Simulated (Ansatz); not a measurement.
**InH2F (SMILES [F][InH2]): CCSD(T)/STO-3G**

What is the vertical singlet–triplet gap of InH2F at CCSD(T)/STO-3G? 

Program for the calculation: Ansatz 0.2.0.

57 further runs of the same task are left out: 3 that didn't finish, 54 set aside as unsound or not needed.

## Step 1: Starting point

The species is InH2F (4 atoms), meant as a singlet with charge 0. SMILES: `[F][InH2]`. The shape is that of a PBE0-D4/def2-TZVP optimisation.

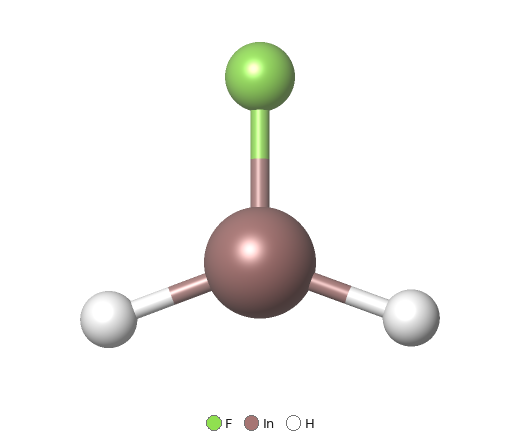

The structure, seen from a chosen angle (fluorine green, indium brown, hydrogen white).

## Step 2: The energy at CCSD(T)/STO-3G

molecule.yaml reads:

```yaml
crystal:
  periodic: [false, false, false]
  atoms:
    - symbol: F
      position_ang: [-1.631800, -0.629400, 0.188600]
    - symbol: In
      position_ang: [0.194400, 0.052300, -0.026300]
    - symbol: H
      position_ang: [1.304300, -0.965100, 0.767900]
    - symbol: H
      position_ang: [0.188600, 1.481900, -0.950400]
basis:
  gaussian: {orbitals: STO-3G}
total_charge: 0
correlation: {method: ccsd_t, frozen_orbitals: {F: 1, H: 0, In: 18}}
accuracy: high
scf: {omitted_lower_state_checks: [cluster_reference, increment]}
```

Run with:

```
$ ansatz run molecule.yaml --threads 1 --pin off --max-ram 2610MiB --events-out events.jsonl --progress --plain --runs-dir runs
```

The program printed:

```text
Warning: RAYON_NUM_THREADS=1 ignored (pool sized by the plan → 1); use --threads N
Functional definition: HF
  name "HF"
  exchange = exact_x
  correlation = 0
these checks for a lower state are left out or cut short: cluster_reference, increment
622 factors; integrals over basis functions are off by at most 4.0e-9 eV
mean field evaluation 1: about -157335.4976 eV, gradient 1.8e1 eV
mean field evaluation 2: about -157335.5212 eV, gradient 1.8e1 eV
mean field evaluation 4: about -157337.7218 eV, gradient 1.5e0 eV
mean field evaluation 8: about -157337.7397 eV, gradient 1.1e-4 eV
mean field -157337.73968223 eV, -5782.0552859715 hartree, gradient 8.3e-9 eV, S^2 0.000000; 0 other end points of the search recorded, 0 dependent functions left out
19 core orbitals not correlated: weight in the atoms' cores, before any rotation towards them, 1.000 or more for the frozen orbitals, at most 0.000 for the correlated occupied ones
reference -157337.73968223 eV, -5782.0552859715 hartree; 11, 11 occupied and 4, 4 virtual orbitals, 622 factors
second order -1.39479941 eV of doubles, -0.00000000 eV of singles
cycle   1  -1.60242265 eV  change   -2.1e-1 eV  update   9.8e-2
cycle   2  -1.80105442 eV  change   -2.0e-1 eV  update   3.7e-2
cycle   3  -1.88293561 eV  change   -8.2e-2 eV  update   2.6e-2
cycle   4  -1.88171229 eV  change    1.2e-3 eV  update   5.7e-3
cycle   5  -1.87972272 eV  change    2.0e-3 eV  update   2.9e-3
cycle   6  -1.88062742 eV  change   -9.0e-4 eV  update   1.1e-3
cycle   7  -1.88071374 eV  change   -8.6e-5 eV  update   3.1e-4
cycle   8  -1.88052408 eV  change    1.9e-4 eV  update   1.1e-4
cycle   9  -1.88049334 eV  change    3.1e-5 eV  update   2.9e-5
cycle  10  -1.88051242 eV  change   -1.9e-5 eV  update   1.3e-5
cycle  11  -1.88051216 eV  change    2.6e-7 eV  update   3.2e-6
cycle  12  -1.88051242 eV  change   -2.5e-7 eV  update   1.2e-6
cycle  13  -1.88051138 eV  change    1.0e-6 eV  update   4.5e-7
cycle  14  -1.88051136 eV  change    2.1e-8 eV  update   1.1e-7
cycle  15  -1.88051142 eV  change   -5.2e-8 eV  update   3.8e-8
cycle  16  -1.88051022 eV  change    1.2e-6 eV  update   1.9e-7
cycle  17  -1.88050989 eV  change    3.3e-7 eV  update   9.8e-8
cycle  18  -1.88050984 eV  change    5.1e-8 eV  update   2.5e-8
cycle  19  -1.88050983 eV  change    7.0e-9 eV  update   1.1e-8
cycle  20  -1.88050983 eV  change   -1.3e-9 eV  update   3.9e-9
cycle  21  -1.88050983 eV  change  -4.8e-10 eV  update   1.6e-9
perturbative correction -0.14221164 eV, -0.0052261815 hartree
Total energy: -157339.76240370 eV, -5782.1296196147 hartree
Checks for a lower state left out: cluster_reference, increment
```

Wall time 0.52 s (1 thread of Arm Neoverse V2, shared host).

## Step 3: The triplet at the same level

in.yaml reads:

```yaml
basis:
  gaussian:
    orbitals: STO-3G
crystal:
  periodic: [false, false, false]
  atoms:
    - {symbol: F, position_ang: [-1.631800, -0.629400, 0.188600]}
    - {symbol: In, position_ang: [0.194400, 0.052300, -0.026300]}
    - {symbol: H, position_ang: [1.304300, -0.965100, 0.767900]}
    - {symbol: H, position_ang: [0.188600, 1.481900, -0.950400]}
magnetization:
  spin_polarized: true
  initial_magnetization: 2
correlation:
  method: ccsd_t
  frozen_orbitals: {F: 1, H: 0, In: 18}
accuracy: high
scf:
  omitted_lower_state_checks: [cluster_reference, increment]
```

Run with:

```
$ ansatz run in.yaml --threads 1 --pin off --max-ram 2610MiB --events-out events.jsonl --progress --plain --runs-dir runs
```

The program printed:

```text
Warning: RAYON_NUM_THREADS=1 ignored (pool sized by the plan → 1); use --threads N
[... 4 set-up lines as earlier in the session ...]
these checks for a lower state are left out or cut short: cluster_reference, increment
622 factors; integrals over basis functions are off by at most 4.0e-9 eV
mean field evaluation 1: about -157329.3797 eV, gradient 1.2e1 eV
mean field evaluation 2: about -157329.4322 eV, gradient 1.1e1 eV
mean field evaluation 4: about -157332.0174 eV, gradient 4.4e0 eV
mean field evaluation 8: about -157333.6162 eV, gradient 1.5e0 eV
mean field evaluation 16: about -157333.6713 eV, gradient 3.8e-7 eV
mean field evaluation 32: about -157332.7508 eV, gradient 3.4e0 eV
mean field -157333.67132976 eV, -5781.9057767761 hartree, gradient 6.8e-9 eV, S^2 2.026242; 6 other end points of the search recorded, 0 dependent functions left out
19 core orbitals not correlated: weight in the atoms' cores, before any rotation towards them, 1.000 or more for the frozen orbitals, at most 0.000 for the correlated occupied ones
reference -157333.67132976 eV, -5781.9057767761 hartree; 12, 10 occupied and 3, 5 virtual orbitals, 622 factors
second order -0.77107480 eV of doubles, -0.00000000 eV of singles
cycle   1  -1.03128646 eV  change   -2.6e-1 eV  update   5.6e-2
cycle   2  -1.24301166 eV  change   -2.1e-1 eV  update   3.3e-2
cycle   3  -1.28658275 eV  change   -4.4e-2 eV  update   1.8e-2
cycle   4  -1.31325244 eV  change   -2.7e-2 eV  update   1.0e-2
cycle   5  -1.32997573 eV  change   -1.7e-2 eV  update   6.5e-3
cycle   6  -1.33337139 eV  change   -3.4e-3 eV  update   2.7e-3
cycle   7  -1.33419706 eV  change   -8.3e-4 eV  update   9.3e-4
cycle   8  -1.33445893 eV  change   -2.6e-4 eV  update   4.1e-4
cycle   9  -1.33435987 eV  change    9.9e-5 eV  update   1.9e-4
cycle  10  -1.33449497 eV  change   -1.4e-4 eV  update   9.9e-5
cycle  11  -1.33451212 eV  change   -1.7e-5 eV  update   4.8e-5
cycle  12  -1.33451600 eV  change   -3.9e-6 eV  update   2.3e-5
cycle  13  -1.33449927 eV  change    1.7e-5 eV  update   1.1e-5
cycle  14  -1.33449687 eV  change    2.4e-6 eV  update   5.0e-6
cycle  15  -1.33449773 eV  change   -8.6e-7 eV  update   2.3e-6
cycle  16  -1.33449781 eV  change   -8.1e-8 eV  update   9.5e-7
cycle  17  -1.33449725 eV  change    5.6e-7 eV  update   4.7e-7
cycle  18  -1.33449679 eV  change    4.6e-7 eV  update   2.5e-7
cycle  19  -1.33449658 eV  change    2.0e-7 eV  update   1.5e-7
cycle  20  -1.33449658 eV  change  -2.1e-10 eV  update   1.1e-7
cycle  21  -1.33449662 eV  change   -3.9e-8 eV  update   9.6e-8
cycle  22  -1.33449662 eV  change    4.6e-9 eV  update   8.6e-8
cycle  23  -1.33449643 eV  change    1.9e-7 eV  update   1.4e-7
cycle  24  -1.33449645 eV  change   -2.1e-8 eV  update   9.2e-8
cycle  25  -1.33449650 eV  change   -5.7e-8 eV  update   7.0e-8
cycle  26  -1.33449659 eV  change   -8.6e-8 eV  update   6.1e-8
cycle  27  -1.33449658 eV  change    1.4e-8 eV  update   4.5e-8
cycle  28  -1.33449653 eV  change    4.5e-8 eV  update   2.6e-8
cycle  29  -1.33449652 eV  change    7.5e-9 eV  update   1.1e-8
cycle  30  -1.33449652 eV  change    4.3e-9 eV  update   5.8e-9
cycle  31  -1.33449652 eV  change    2.0e-9 eV  update   2.7e-9
perturbative correction -0.02675450 eV, -0.0009832098 hartree
Total energy: -157335.03258078 eV, -5781.9558018283 hartree
Checks for a lower state left out: cluster_reference, increment
```

Run time: 1.2 s. Hardware: 1 thread of Arm Neoverse V2, shared host; peak memory 0.11 GiB.

## Step 4: Outcome

At CCSD(T)/STO-3G, 19 core orbitals frozen:

| quantity | value |
| --- | --- |
| singlet: total energy | -5782.12962 Eh |
| singlet: correlation energy (19 core orbitals frozen) | -74.3 mEh |
| singlet: (T) correction | -5.23 mEh |
| singlet: T1 diagnostic | 0.019 |
| triplet: total energy | -5781.95580 Eh |
| triplet: correlation energy (19 core orbitals frozen) | -50.0 mEh |
| triplet: (T) correction | -0.98 mEh |
| triplet: ⟨S²⟩ of the reference determinant | 2.026 |
| triplet: T1 diagnostic | 0.024 |
| vertical energy of the triplet above the singlet | 4.730 eV |

What this shows: At this shape the triplet lies 4.73 eV (456 kJ/mol) above the singlet. In a minimal basis such a difference can be off by several eV, whatever the method. The triples (singlet) make up 7.0 % of the correlation energy. Relativity is left out (singlet) although the molecule holds a heavy atom. The triples (triplet) make up 2.0 % of the correlation energy. Relativity is left out (triplet) although the molecule holds a heavy atom.
